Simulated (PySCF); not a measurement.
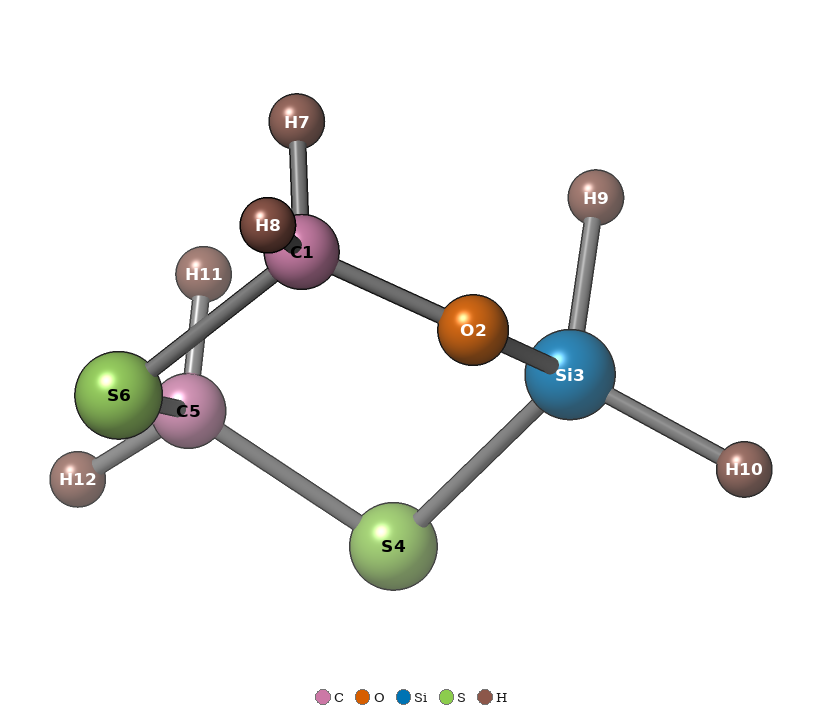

Distant atoms are faded towards the background colour. The geometry was computed by an optimisation with PBE0-D3(BJ)/def2-SVP. No frequency run is at hand to confirm it as a minimum.

How is the 6-membered ring C1–O2–Si3–S4–C5–S6 puckered?

It is a chair (Cremer–Pople θ = 13°, folded into 0 to 90°). The Cremer–Pople amplitude Q is 0.74 Å.

Give the torsion angles round the ring, beginning with the bond from its second to its third atom.

−57°, 47°, −63°, 70°, −64°, 67°.
